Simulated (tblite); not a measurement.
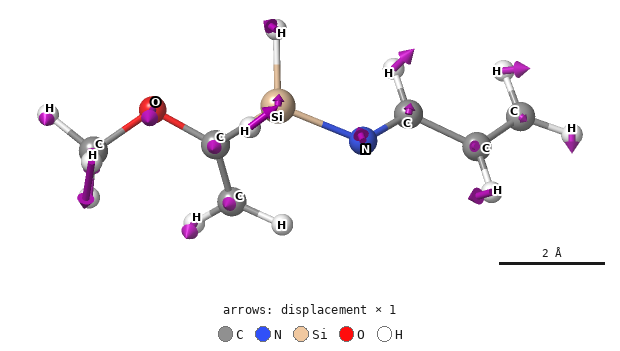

This is a relaxation of C6H11NOSi. The starting structure is drawn; purple arrows show the displacements, at their true length. The two geometries are superimposed by the best rigid fit.

The picture is a ball-and-stick view, seen from a free direction.

Method: GFN2-xTB geometry optimisation, gas phase in tblite. 

### Atoms of which element are displaced furthest, and by how much?

Hydrogen: up to 1.26 Å, against 0.77 Å for oxygen.

### What did the optimiser do to the structure, and how much energy did it gain?

An H atom moves most after the best rigid fit: 1.26 Å. By element the largest moves are H 1.26 Å, O 0.77 Å, N 0.41 Å, C 0.36 Å, Si 0.24 Å. Among the contacts that change: N–Si 1.784 → 1.714 Å, C–N 1.307 → 1.259 Å, C–H 1.132 → 1.089 Å, C–H 1.101 → 1.079 Å. Among the angles between lasting bonds that change: C–N–Si 123.3° → 135.0°, Si–C–O 115.8° → 108.0°, H–C–H 123.8° → 116.5°. Groups turn about C–O by about 60°, N–Si by about 35°. Over 98 geometry steps the energy falls by 15.4 kcal/mol.
